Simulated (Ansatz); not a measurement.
Input

```
crystal:
  periodic: [false, false, false]
  atoms:
    - { symbol: Al, position_ang: [-1.012572, -0.252031, -1.034167] }
    - { symbol: H, position_ang: [-0.054792, 0.946894, -1.107708] }
    - { symbol: Cl, position_ang: [-0.451029, -2.047178, -1.945699] }
    - { symbol: Cl, position_ang: [-2.938986, 0.053143, -0.287107] }
    - { symbol: H, position_ang: [0.932448, -0.391462, 1.820769] }
    - { symbol: F, position_ang: [0.241348, -0.96492, 1.672823] }
    - { symbol: H, position_ang: [1.398303, 1.376463, 0.058279] }
    - { symbol: F, position_ang: [1.885381, 1.278991, 0.82281] }
basis:
  gaussian: { orbitals: def2-SVP }
hamiltonian:
  xc: pbe0
  dispersion: d4
relax:
  f_tol: 0.03
  max_steps: 50
output:
  orbitals: {}
```

Run with:

```sh
ansatz run input.yaml --threads 2 --pin off --max-ram 3072MiB --backend cpu --events-out ev --progress --plain --runs-dir out
```

The fields are those of the run's last geometry, not of the input's.

Theory: RKS PBE0-D4/def2-SVP (Ansatz).

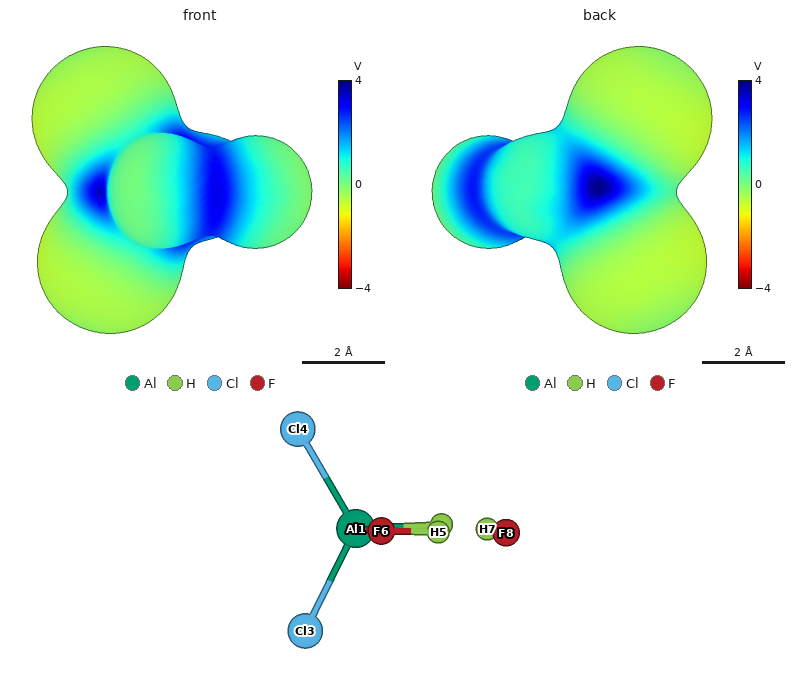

AlCl2FH2···HF. The molecular electrostatic potential painted on the density surface at 0.004 e/bohr³, seen from the front and from behind; red is negative and blue positive. The bare structure is drawn below in the same view.

Which sites attract a positive test charge, and which a negative one?

A positive charge is drawn to the negative regions and a negative charge to the positive ones. The most negative region (about −0.7 V) lies over Cl3 and Cl4, the most positive (about +3.5 V) over Al1.
